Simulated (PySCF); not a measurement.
# One shape, several levels: C6H12 (trans-3-Methyl-2-pentene)

We compute a comparison of 5 runs (M06-L/6-31G*, PBE/6-31G*, SVWN5/6-31G*, r2SCAN/6-31G*, CCSD(T)/6-31G*) of C6H12 (trans-3-Methyl-2-pentene). 

The results are computed with PySCF 2.14.0.

### Step 1. The system as given

C6H12 has 18 atoms, charge 0, and is taken as a singlet. As SMILES, `C/C=C(\C)CC`. Geometry: relaxed at PBE0-D4/def2-TZVP. This is one conformer, not always the lowest.

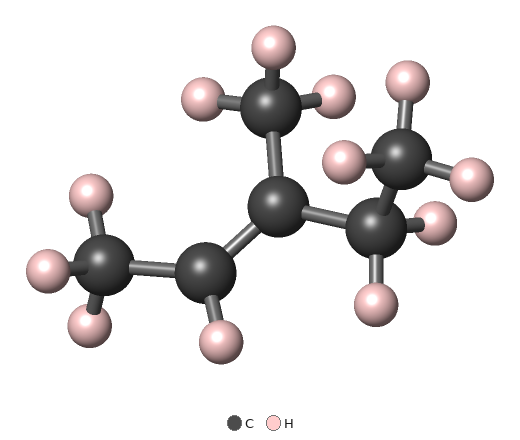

The structure, seen from a chosen angle (carbon dark grey, hydrogen pink).

### Step 2. A single-point energy at M06-L/6-31G(d) (spherical functions) (run 1)

File job.py:

```python
from pyscf import gto, dft

molecule = gto.M(
    atom=[
    ('C', (2.337540, 0.408060, 1.036300)),
    ('C', (1.083310, 0.795880, 0.330250)),
    ('C', (0.167860, 0.001640, -0.226770)),
    ('C', (0.247200, -1.493170, -0.249680)),
    ('C', (-1.045250, 0.593460, -0.888770)),
    ('C', (-2.360600, 0.220150, -0.212650)),
    ('H', (3.210670, 0.864600, 0.558560)),
    ('H', (2.497890, -0.669520, 1.064630)),
    ('H', (2.327010, 0.767870, 2.070620)),
    ('H', (0.903760, 1.868500, 0.271130)),
    ('H', (0.097970, -1.866820, -1.268310)),
    ('H', (-0.540340, -1.940590, 0.364810)),
    ('H', (1.201500, -1.873860, 0.110590)),
    ('H', (-1.079540, 0.261230, -1.934680)),
    ('H', (-0.944610, 1.682130, -0.910680)),
    ('H', (-3.204430, 0.701320, -0.712530)),
    ('H', (-2.362220, 0.536510, 0.833510)),
    ('H', (-2.537720, -0.857400, -0.236340)),
],
    max_memory=1860,
    verbose=3,
    basis='6-31g*',
)

mf = dft.RKS(molecule)
mf.xc = 'm06-l'
mf.grids.level = 5
mf.conv_tol = 1e-10
mf.kernel()
if not mf.converged:
    mf = mf.newton().run(mf.mo_coeff, mf.mo_occ)

energy = mf.e_tot
print('Final energy', energy)
```

On the command line:

```console
OMP_NUM_THREADS=1 python job.py
```

Standard output:

```text
converged SCF energy = -235.804374406439
Final energy -235.804374406439
```

It took 83 s on 1 thread of Intel Xeon at 2.70GHz, shared host; peak memory 0.64 GiB.

### Step 3. The energy at PBE/6-31G(d) (spherical functions) (run 2)

File job.py:

```python
from pyscf import gto, dft

molecule = gto.M(
    atom='''
C      2.337540     0.408060     1.036300
C      1.083310     0.795880     0.330250
C      0.167860     0.001640    -0.226770
C      0.247200    -1.493170    -0.249680
C     -1.045250     0.593460    -0.888770
C     -2.360600     0.220150    -0.212650
H      3.210670     0.864600     0.558560
H      2.497890    -0.669520     1.064630
H      2.327010     0.767870     2.070620
H      0.903760     1.868500     0.271130
H      0.097970    -1.866820    -1.268310
H     -0.540340    -1.940590     0.364810
H      1.201500    -1.873860     0.110590
H     -1.079540     0.261230    -1.934680
H     -0.944610     1.682130    -0.910680
H     -3.204430     0.701320    -0.712530
H     -2.362220     0.536510     0.833510
H     -2.537720    -0.857400    -0.236340
''',
    max_memory=1860,
    basis='6-31g*',
    verbose=3,
)

mf = dft.RKS(molecule, xc='pbe')
mf.conv_tol = 1e-10
mf.grids.level = 5
mf.kernel()
if not mf.converged:
    mf = mf.newton().run(mf.mo_coeff, mf.mo_occ)

e_tot = mf.e_tot
print('E(%s) = %.9f' % ('PBE', e_tot))
```

On the command line:

```console
OMP_NUM_THREADS=1 python job.py
```

Standard output:

```text
converged SCF energy = -235.499301242607
E(PBE) = -235.499301243
```

Wall time 49 s (1 thread of Intel Xeon at 2.70GHz, shared host); peak memory 0.59 GiB.

Runs 3 to 4 aren't shown in full; the table further down has their settings and results.

### Step 4. The energy at CCSD(T)/6-31G(d) (spherical functions) (run 5)

File job.py:

```python
from pyscf import gto, cc

mol = gto.Mole()
mol.atom = [
    ('C', (2.337540, 0.408060, 1.036300)),
    ('C', (1.083310, 0.795880, 0.330250)),
    ('C', (0.167860, 0.001640, -0.226770)),
    ('C', (0.247200, -1.493170, -0.249680)),
    ('C', (-1.045250, 0.593460, -0.888770)),
    ('C', (-2.360600, 0.220150, -0.212650)),
    ('H', (3.210670, 0.864600, 0.558560)),
    ('H', (2.497890, -0.669520, 1.064630)),
    ('H', (2.327010, 0.767870, 2.070620)),
    ('H', (0.903760, 1.868500, 0.271130)),
    ('H', (0.097970, -1.866820, -1.268310)),
    ('H', (-0.540340, -1.940590, 0.364810)),
    ('H', (1.201500, -1.873860, 0.110590)),
    ('H', (-1.079540, 0.261230, -1.934680)),
    ('H', (-0.944610, 1.682130, -0.910680)),
    ('H', (-3.204430, 0.701320, -0.712530)),
    ('H', (-2.362220, 0.536510, 0.833510)),
    ('H', (-2.537720, -0.857400, -0.236340)),
]
mol.verbose = 3
mol.basis = '6-31g*'
mol.charge = 0
mol.max_memory = 1860
mol.build()

calc0 = mol.RHF()
calc0.conv_tol = 1e-10
calc0.kernel()
if not calc0.converged:
    calc0 = calc0.newton().run(calc0.mo_coeff, calc0.mo_occ)

mycc = cc.CCSD(calc0, frozen=6)
mycc.kernel()
e_t = mycc.ccsd_t()
etot = mycc.e_tot + e_t
print('Final energy', etot)
```

On the command line:

```console
OMP_NUM_THREADS=1 python job.py
```

Standard output:

```text
converged SCF energy = -234.176501919111
E(CCSD) = -235.0236000268246  E_corr = -0.8470981077132893
CCSD(T) correction = -0.0265779246092871
Final energy -235.05017795143388
```

It took 1.9 min on 1 thread of Intel Xeon at 2.70GHz, shared host; peak memory 0.98 GiB.

### Step 5. The series

```csv
run,level,integration grid,frozen core orbitals,energy (Eh),dipole moment (D) of the reference,HOMO energy (eV),LUMO energy (eV),wall time
1,M06-L/6-31G* (spherical functions),5,–,-235.804374,0.16,-5.47,0.40,83 s
2,PBE/6-31G* (spherical functions),5,–,-235.499301,0.18,-5.22,0.24,49 s
3,SVWN5/6-31G* (spherical functions),5,–,-233.584777,0.18,-5.31,0.09,29 s
4,r2SCAN/6-31G* (spherical functions),5,–,-235.682663,0.18,-5.46,0.40,86 s
5,CCSD(T)/6-31G* (spherical functions),–,6,-235.050178,0.15,-8.89,5.28,1.9 min
```

### Step 6. Outcome

```
                                          quantity          value
                               run 5: total energy  -235.05018 Eh
       run 5: dipole moment (Hartree–Fock density)         0.15 D
        run 5: HOMO energy (Hartree–Fock orbitals)       -8.89 eV
        run 5: LUMO energy (Hartree–Fock orbitals)        5.28 eV
      run 5: HOMO–LUMO gap (Hartree–Fock orbitals)       14.17 eV
run 5: correlation energy (6 core orbitals frozen)     -873.7 mEh
                             run 5: (T) correction     -26.58 mEh
                              run 5: T1 diagnostic          0.009
```

In words: Over runs 1, 2, 3, 4 the dipole moment (its size) runs from 0.16 D (M06-L/6-31G*) to 0.18 D (r2SCAN/6-31G*). Over runs 1, 2, 3, 4 the HOMO–LUMO gap runs from 5.40 eV (SVWN5/6-31G*) to 5.87 eV (M06-L/6-31G*). Totals of different functionals can't be ranked against each other. All runs together took 6 min, the longest 1.9 min.
